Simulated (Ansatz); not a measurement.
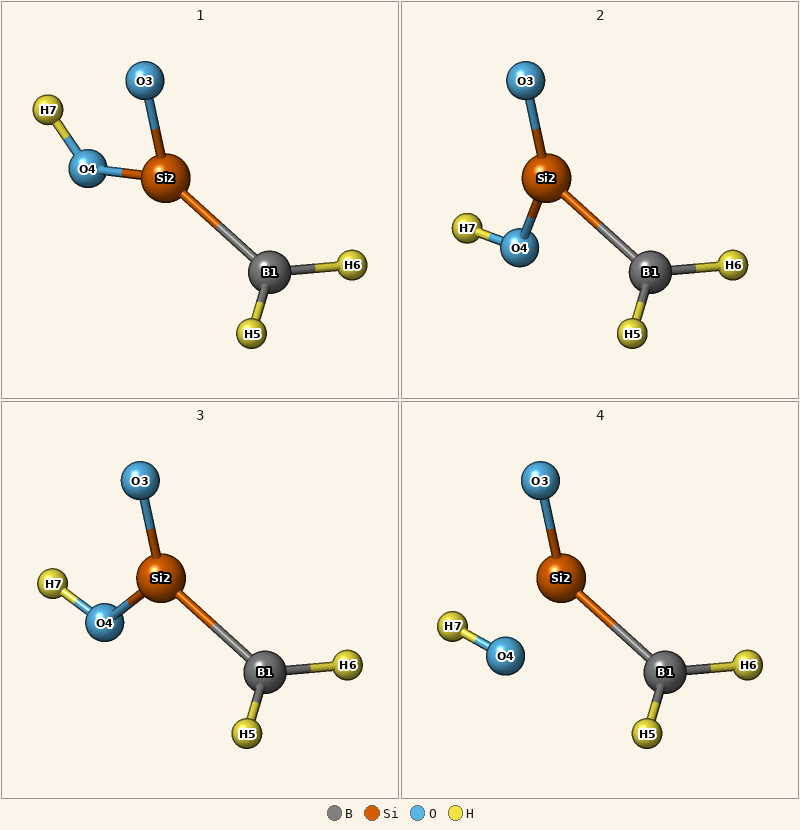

BH₃O₂Si, SMILES B[Si](=O)O. Two internal coordinates are moved rigidly from the geometry relaxed at PBE0-D4/def2-TZVP, all others fixed. First axis: bond Si2–O4. Second axis: angle O4–Si2–B1. Grid: 7 × 7 points. Points are written as (first, second). All energies are given in kcal/mol relative to the lowest grid point. The calculation used RKS PBE0-D4/def2-TZVPP in Ansatz.

The numbered pictures are structures from this grid.

Which is the most stable, and how do the others follow?

3, at (1.630 Å, 109.7°): 0 kcal/mol; 2, at (1.510 Å, 89.7°): 17 kcal/mol; 1, at (1.510 Å, 139.7°): 31 kcal/mol; 4, at (2.094 Å, 99.7°): 41 kcal/mol.

The map, with the structures marked:

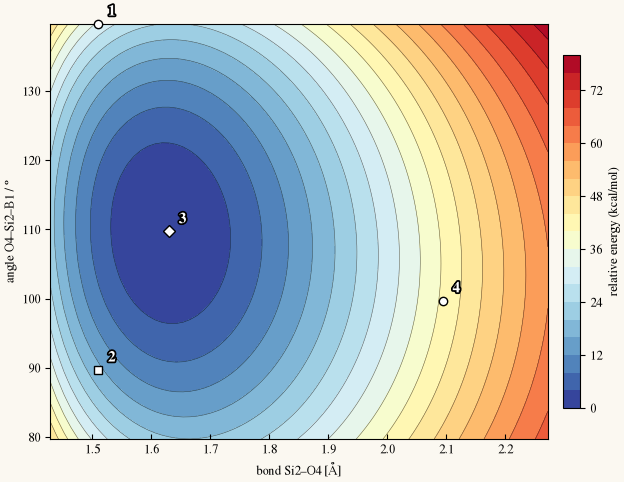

The picture shows filled contours. Between grid points the surface is interpolated.
